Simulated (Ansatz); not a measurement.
Al₇H₂₂P₈ (Al7P8 wurtzite off disc) (charge +1)

Input file:

```
crystal:
  periodic: [false, false, false]
  atoms:
    - {symbol: Al, position_ang: [1.178680, -4.188169, -1.023926]}
    - {symbol: P, position_ang: [0.287955, -4.050469, 1.248969]}
    - {symbol: P, position_ang: [0.467717, -1.996530, -1.829281]}
    - {symbol: Al, position_ang: [-1.495862, -0.864158, -1.053251]}
    - {symbol: Al, position_ang: [0.683038, -1.926827, 2.302182]}
    - {symbol: P, position_ang: [-1.076658, -0.621073, 1.327541]}
    - {symbol: P, position_ang: [-1.493277, 1.401703, -1.831706]}
    - {symbol: Al, position_ang: [-3.038559, 3.112605, -1.030304]}
    - {symbol: Al, position_ang: [-1.332277, 1.556117, 2.300000]}
    - {symbol: P, position_ang: [-3.367769, 2.272490, 1.242267]}
    - {symbol: Al, position_ang: [2.593716, -1.027853, -1.403430]}
    - {symbol: P, position_ang: [2.608119, -1.140872, 1.034601]}
    - {symbol: P, position_ang: [2.350093, 1.356141, -1.815293]}
    - {symbol: Al, position_ang: [0.407314, 2.759436, -1.403868]}
    - {symbol: P, position_ang: [0.312851, 2.829562, 1.034004]}
    - {symbol: H, position_ang: [0.641885, -5.433250, -1.852240]}
    - {symbol: H, position_ang: [2.722918, -3.873835, -0.645695]}
    - {symbol: H, position_ang: [-1.100633, -4.345686, 1.411273]}
    - {symbol: H, position_ang: [0.850919, -5.084378, 2.059176]}
    - {symbol: H, position_ang: [0.363961, -2.098807, -3.253553]}
    - {symbol: H, position_ang: [-2.855991, -1.648882, -1.317261]}
    - {symbol: H, position_ang: [0.876155, -1.836581, 3.876623]}
    - {symbol: H, position_ang: [-2.213175, -1.278459, 1.908975]}
    - {symbol: H, position_ang: [-1.631658, 1.361184, -3.256133]}
    - {symbol: H, position_ang: [-4.383875, 3.268232, -1.861174]}
    - {symbol: H, position_ang: [-1.996093, 4.293867, -0.650852]}
    - {symbol: H, position_ang: [-1.160530, 1.680135, 3.874626]}
    - {symbol: H, position_ang: [-4.316359, 1.215970, 1.402610]}
    - {symbol: H, position_ang: [-3.985021, 3.276012, 2.051160]}
    - {symbol: H, position_ang: [3.902000, -1.584944, -2.107540]}
    - {symbol: H, position_ang: [3.766848, -1.862805, 1.453855]}
    - {symbol: H, position_ang: [2.949434, 0.139911, 1.576517]}
    - {symbol: H, position_ang: [2.496512, 1.440953, -3.237176]}
    - {symbol: H, position_ang: [3.550156, 2.048639, -1.453870]}
    - {symbol: H, position_ang: [0.579307, 4.171013, -2.107873]}
    - {symbol: H, position_ang: [1.591702, 2.485100, 1.578398]}
    - {symbol: H, position_ang: [0.266490, 4.194527, 1.451658]}
basis:
  gaussian: {orbitals: def2-TZVP, fitting: {mean_field: def2-universal-jkfit}, initial_orbitals: start.molden}
total_charge: 1
hamiltonian: {xc: pbe0, dispersion: d4}
scf: {omitted_lower_state_checks: [starts]}
output: {forces: true, orbitals: {seedname: orbitals}}
```

Run with:

```sh
ansatz run in.yaml --threads 2 --pin off --events-out ev --progress --plain --max-ram 22528MiB --backend cuda --devices 0, --max-vram 18GiB
```

Geometry: PBE-D4/def2-SVP.

These are results of RKS PBE0-D4/def2-TZVP (Ansatz), not measurements.

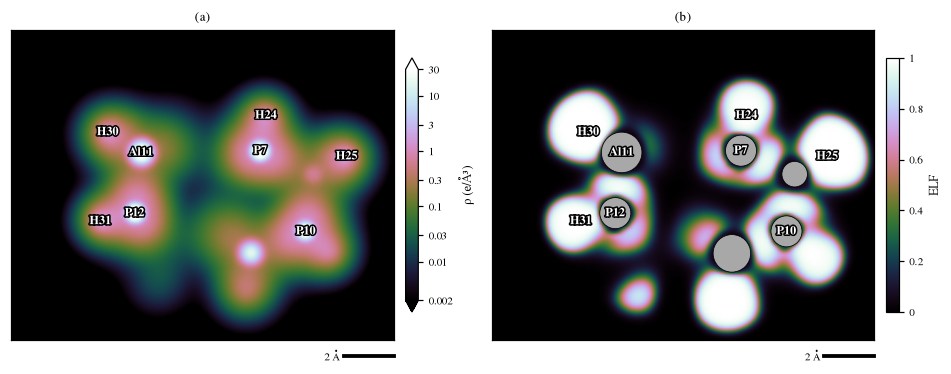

Figure 1. (a) electron density; (b) ELF on the plane of atoms Al11, P12 and H31. Grey discs cover the atomic cores in the ELF map.

> Describe what can be read from this map.

The section cuts through P, Al and H sites.
P–H (1.43 Å): ρ at the midpoint is about 1.1 e/Å³; the ELF climbs to about 1 towards the hydrogen, as it does in any bond to H.
Al–P (2.44 Å): ρ is about 0.49 e/Å³ halfway; the ELF peaks at about 1 between the atoms (localised, covalent bonding).
Al–H (1.59 Å): the density is about 0.56 e/Å³ at the midpoint; the ELF climbs to about 1 towards the hydrogen.

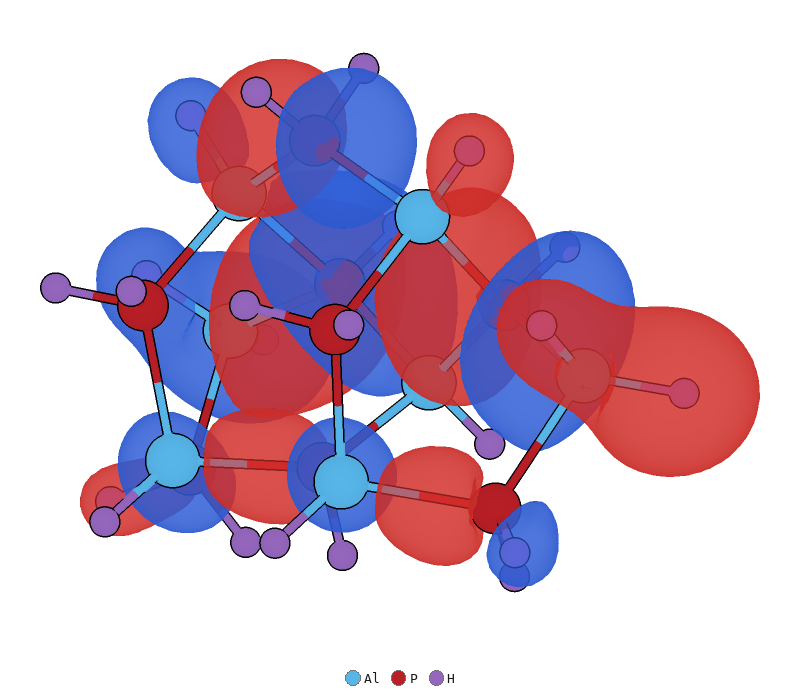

Figure 2. The HOMO at ±0.04 Å⁻³ᐟ² (red and blue are the two phases), seen at an oblique angle.

> Describe this orbital and give its energy.

It lies mainly on P3 (about 20 %), P7 (about 20 %), Al8 (about 10 %) and Al1 (about 10 %). Its energy is −10.31 eV.

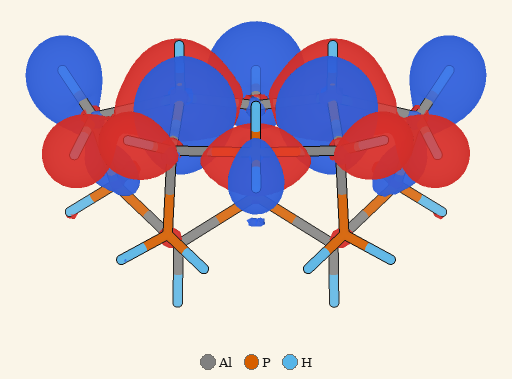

Figure 3. The HOMO−1 at ±0.05 Å⁻³ᐟ² (red and blue are the two phases), seen from one side.

> What is the character of this orbital?

Its weight (Hirshfeld) is mainly on P3 (about 15 %), P7 (about 15 %), H21 (about 10 %) and Al4 (about 10 %). Its energy is −10.51 eV.
